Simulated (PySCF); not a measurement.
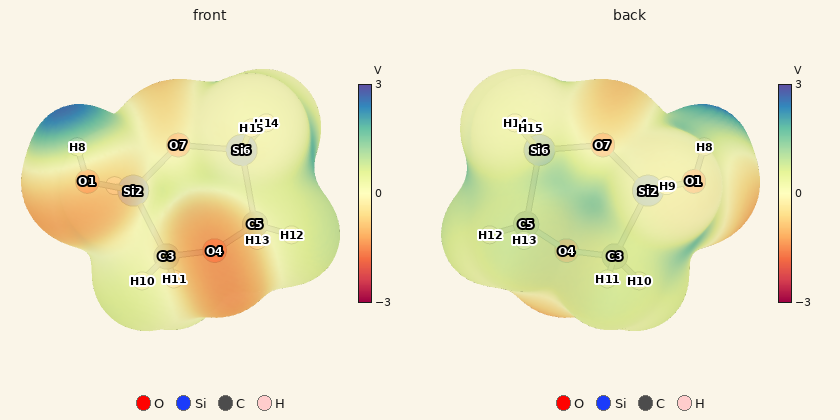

*C$_{2}$H$_{8}$O$_{3}$Si$_{2}$. The molecular electrostatic potential painted on the density surface at 0.002 e/bohr³, seen from the front and from behind; the colour scale runs from red (negative) to blue (positive).*

Geometry: GFN2-xTB.

Level of theory: B3LYP/def2-SVPD, SCF density, gas phase (PySCF 2.14.0).

```xyz
15

O     2.7192   -0.2838    0.3711
Si    1.2238    0.0722    0.8723
C     0.1062   -1.4331    0.5128
O    -0.6632   -1.2787   -0.6701
C    -1.6229   -0.2274   -0.6183
Si   -0.7344    1.4447   -0.8782
O     0.6311    1.3242    0.0048
H     3.3126    0.4050    0.0796
H     1.1782    0.5278    2.2564
H     0.6957   -2.3344    0.3417
H    -0.5703   -1.6383    1.3555
H    -2.3337   -0.4563   -1.4137
H    -2.1705   -0.2792    0.3334
H    -1.4799    2.5639   -0.3089
H    -0.2962    1.6012   -2.2602
```

**Which sites attract a positive test charge, and which a negative one?**

A positive charge is drawn to the negative regions and a negative charge to the positive ones. The most negative region (about −1.4 V) lies over O4, the most positive (about +2.5 V) over H8. O4 is the likeliest acceptor of a hydrogen bond.

**What dipole moment does the calculation give?**

Its dipole moment is 1.13 D.
